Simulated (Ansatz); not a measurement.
# GeBr2: single points with varied inputs

Aim: run GeBr2 under a spread of inputs, and see what each costs and gives.

Method: the settings change from run to run; program: Ansatz 0.2.0, Gaussian basis.

## (1) The geometry

The geometry comes from an earlier relaxation with PBE0-D4 in a triple-zeta def2 set; it is a stationary point.

3 atoms, charge 0, spin multiplicity 1.

Atoms are counted from 1 here; the program's logs count them from 0.

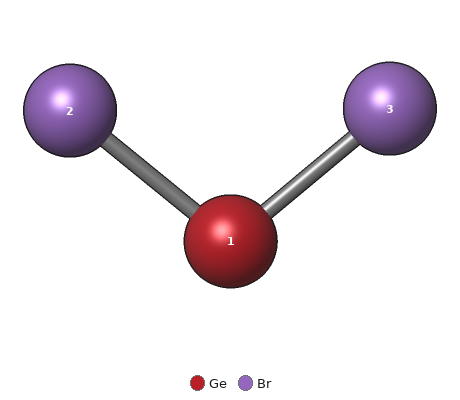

The geometry (germanium red, bromine purple); atoms are numbered from 1 in the order of the file.

## (2) wB97X-V/x2c-TZVPPall

This run has charge +1, multiplicity 2, atoms shaken by 0.08 Å.

in.yaml reads:

```yaml
crystal:
  periodic: [false, false, false]
  atoms:
    - {symbol: Ge, position_ang: [-0.046254, -0.003805, -0.962850]}
    - {symbol: Br, position_ang: [1.766357, 0.080323, 0.537578]}
    - {symbol: Br, position_ang: [-1.740176, 0.060472, 0.527519]}
basis:
  gaussian: {orbitals: x2c-TZVPPall}
total_charge: 1
magnetization: {spin_polarized: true, initial_magnetization: 1}
hamiltonian: {xc: {name: wB97X-V}}
scf: {omitted_lower_state_checks: [starts]}
output: {forces: true}
```

The run is started by

```console
> ansatz run in.yaml --threads 4 --pin off --events-out ev --progress --plain --max-ram 3916MiB
```

The log of the run, cut to the lines that bear on the results:

```text
Functional definition: wB97X-V
  name "wB97X-V"
  cite "Mardirossian & Head-Gordon, Phys. Chem. Chem. Phys. 16, 9904 (2014) doi:10.1039/C3CP54374A"
  cite "Becke, J. Chem. Phys. 107, 8554 (1997) doi:10.1063/1.475007"
  cite "Vydrov & Van Voorhis, J. Chem. Phys. 133, 244103 (2010) doi:10.1063/1.3521275"
[...]
      + integral(e_c_pw_opposite_spin*poly(b97_u_opposite, cos0, cos1)) + vv10(b, c)
[...]
976 factors; integrals over basis functions are off by at most 5.4e-4 eV
169 factors; integrals over basis functions are off by at most 5.1e-5 eV
[...]
mean field -198927.93802149 eV, -7310.4668840904 hartree, gradient 1.1e-5 eV, S^2 0.767927; 0 other end points of the search recorded, 0 dependent functions left out
[...]
reference -198927.93802013 eV, -7310.4668840405 hartree; 51, 50 occupied and 93, 94 virtual orbitals, 976 factors
Total energy: -198927.93802013 eV, -7310.4668840405 hartree
Relativity: scalar
Atom 0 at    -0.046254    -0.003805    -0.962850 Å, force     0.573503     0.089396     1.745500 eV/Å
Atom 1 at     1.766357     0.080323     0.537578 Å, force    -0.383814    -0.055871    -1.088066 eV/Å
Atom 2 at    -1.740176     0.060472     0.527519 Å, force    -0.189688    -0.033525    -0.657435 eV/Å
Dipole moment:    -0.039447    -0.026998    -0.542102 e Å
Checks for a lower state left out: starts
```

Run time: 41 s. Hardware: 4 threads of Intel Xeon at 2.50GHz, shared host; peak memory 0.74 GiB.

Largest force 1.839 eV/Å, ⟨S²⟩ 0.768.

## (3) B3LYP/ANO-RCC-VTZP

Options: charge +1, multiplicity 2, density fitting with cc-pVTZ-jkfit, relativity set to none.

in.yaml reads:

```yaml
crystal:
  periodic: [false, false, false]
  atoms:
    - {symbol: Ge, position_ang: [0.005491, -0.006984, -0.992811]}
    - {symbol: Br, position_ang: [1.803518, -0.019092, 0.506562]}
    - {symbol: Br, position_ang: [-1.809000, 0.026076, 0.486259]}
basis:
  gaussian: {orbitals: ANO-RCC-VTZP, fitting: {mean_field: cc-pVTZ-jkfit}}
total_charge: 1
magnetization: {spin_polarized: true, initial_magnetization: 1}
hamiltonian: {xc: {name: B3LYP}, pseudopotentials: {relativity: none}}
output: {forces: true}
```

Launched as before.

The log of the run, cut to the lines that bear on the results:

```text
Functional definition: B3LYP
  name "B3LYP"
  cite "Stephens, Devlin, Chabalowski & Frisch, J. Phys. Chem. 98, 11623 (1994) doi:10.1021/j100096a001"
  cite "Becke, Phys. Rev. A 38, 3098 (1988) doi:10.1103/PhysRevA.38.3098"
  cite "Lee, Yang & Parr, Phys. Rev. B 37, 785 (1988) doi:10.1103/PhysRevB.37.785"
  cite "Vosko, Wilk & Nusair, Can. J. Phys. 58, 1200 (1980) doi:10.1139/p80-159"
[...]
621 factors; integrals over basis functions are off by at most 5.1e-1 eV
[...]
mean field -195064.30819718 eV, -7168.4811069093 hartree, gradient 2.7e-5 eV, S^2 0.757130; 4 other end points of the search recorded, 0 dependent functions left out
[...]
reference -195064.30843415 eV, -7168.4811156181 hartree; 51, 50 occupied and 78, 79 virtual orbitals, 621 factors
WARN: the results are in doubt because the basis set is contracted for relativity, which is off
Total energy: -195064.30843415 eV, -7168.4811156181 hartree
Atom 0 at     0.005491    -0.006984    -0.992811 Å, force    -0.010158     0.012987     1.846255 eV/Å
Atom 1 at     1.803518    -0.019092     0.506562 Å, force    -0.409011    -0.001316    -0.925474 eV/Å
Atom 2 at    -1.809000     0.026076     0.486259 Å, force     0.419169    -0.011671    -0.920780 eV/Å
Dipole moment:     0.002725    -0.003470    -0.493251 e Å
In doubt: the basis set is contracted for relativity, which is off
```

Wall time 38 s (4 threads of Intel Xeon at 2.50GHz, shared host).

Largest force 1.846 eV/Å, ⟨S²⟩ 0.757. The log holds a warning on this run.

## (4) BLYP/def2-mTZVPP

Set apart from the defaults: density fitting with def2-universal-jkfit, D3(BJ) with three-body dispersion.

in.yaml reads:

```yaml
crystal:
  periodic: [false, false, false]
  atoms:
    - {symbol: Ge, position_ang: [0.005491, -0.006984, -0.992811]}
    - {symbol: Br, position_ang: [1.803518, -0.019092, 0.506562]}
    - {symbol: Br, position_ang: [-1.809000, 0.026076, 0.486259]}
basis:
  gaussian: {orbitals: def2-mTZVPP, fitting: {mean_field: def2-universal-jkfit}}
hamiltonian: {xc: {name: BLYP}, dispersion: d3bjatm}
output: {forces: true}
```

Launched as before.

The log of the run, cut to the lines that bear on the results:

```text
Functional definition: BLYP
  name "BLYP"
  cite "Becke, Phys. Rev. A 38, 3098 (1988) doi:10.1103/PhysRevA.38.3098"
  cite "Lee, Yang & Parr, Phys. Rev. B 37, 785 (1988) doi:10.1103/PhysRevB.37.785"
[...]
798 factors; integrals over basis functions are off by at most 3.0e-3 eV
[...]
mean field -196616.39934565 eV, -7225.5194045707 hartree, gradient 1.9e-5 eV, S^2 0.000000; 0 other end points of the search recorded, 0 dependent functions left out
[...]
reference -196616.39963512 eV, -7225.5194152083 hartree; 51, 51 occupied and 57, 57 virtual orbitals, 798 factors
Total energy: -196616.64977485 eV, -7225.5286076737 hartree
Atom 0 at     0.005491    -0.006984    -0.992811 Å, force     0.004841    -0.006048    -0.859555 eV/Å
Atom 1 at     1.803518    -0.019092     0.506562 Å, force     0.624213    -0.004811     0.433262 eV/Å
Atom 2 at    -1.809000     0.026076     0.486259 Å, force    -0.629054     0.010859     0.426292 eV/Å
Dipole moment:     0.002133    -0.002728    -0.387800 e Å
```

It took 2.5 s on 4 threads of Intel Xeon at 2.50GHz, shared host.

Largest force 0.860 eV/Å, dipole 1.86 D.

## (5) BLYP/def2-mTZVP

Set apart from the defaults: coordinates scaled by 1.05, D4 dispersion.

in.yaml reads:

```yaml
crystal:
  periodic: [false, false, false]
  atoms:
    - {symbol: Ge, position_ang: [0.005766, -0.007333, -1.042451]}
    - {symbol: Br, position_ang: [1.893694, -0.020046, 0.531890]}
    - {symbol: Br, position_ang: [-1.899450, 0.027379, 0.510572]}
basis:
  gaussian: {orbitals: def2-mTZVP}
hamiltonian: {xc: {name: BLYP}, dispersion: d4}
```

The command is unchanged.

The log of the run:

```text
Functional definition: BLYP
  name "BLYP"
  cite "Becke, Phys. Rev. A 38, 3098 (1988) doi:10.1103/PhysRevA.38.3098"
  cite "Lee, Yang & Parr, Phys. Rev. B 37, 785 (1988) doi:10.1103/PhysRevB.37.785"
  parameter beta = 0.0042
  parameter a = 0.04918
  parameter b = 0.132
  parameter c = 0.2533
  parameter d = 0.349
  exchange = b88_x(beta = beta)
  correlation = lyp_c(a = a, b = b, c = c, d = d)
1075 factors; their error is unknown
mean field evaluation 1: about -196614.9014 eV, gradient 2.9e1 eV
mean field evaluation 2: about -196600.2334 eV, gradient 7.7e1 eV
mean field evaluation 4: about -196616.4182 eV, gradient 4.3e0 eV
mean field evaluation 8: about -196616.4764 eV, gradient 3.5e-2 eV
mean field evaluation 16: about -196616.4228 eV, gradient 4.4e-5 eV
mean field -196616.42276588 eV, -7225.5202652480 hartree, gradient 4.4e-5 eV, S^2 0.000000; 0 other end points of the search recorded, 0 dependent functions left out
reference -196616.42305872 eV, -7225.5202760097 hartree; 51, 51 occupied and 57, 57 virtual orbitals, 1075 factors
Total energy: -196616.65306834 eV, -7225.5287287074 hartree
```

Run time: 2.1 s. Hardware: 4 threads of Intel Xeon at 2.50GHz, shared host.

## (6) The runs in one table

```
               level  charge  multiplicity  geometry  functions  energy (eV)   time
wB97X-V/x2c-TZVPPall       1             2    shaken        144  -198927.938   41 s
  B3LYP/ANO-RCC-VTZP       1             2   relaxed        129  -195064.308   38 s
    BLYP/def2-mTZVPP       0             1   relaxed        108  -196616.650  2.5 s
     BLYP/def2-mTZVP       0             1    scaled        108  -196616.653  2.1 s
```

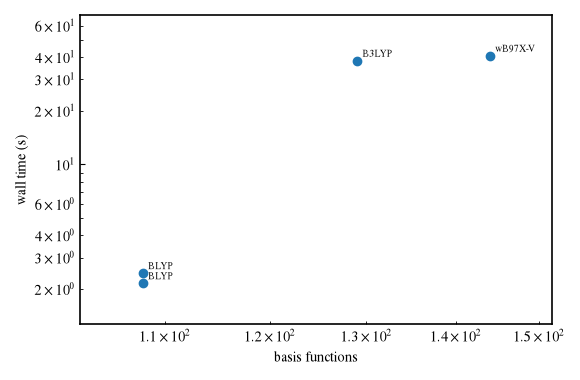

Wall time against the number of basis functions (shared host).

## (7) Outcome

```
quantity                       value
    runs                           4
quickest      BLYP/def2-mTZVP, 2.1 s
 slowest  wB97X-V/x2c-TZVPPall, 41 s
```

The runs differ in state or geometry as well as level, so their energies can't be set against each other. wB97X-V/x2c-TZVPPall took 19 times as long as BLYP/def2-mTZVP. The jobs differ in tasks and options as well as level. At the PBE0-D4/def2-TZVP geometry and in the same state, runs without warnings or point charges leave forces up to 0.86 eV/Å (BLYP/def2-mTZVPP).
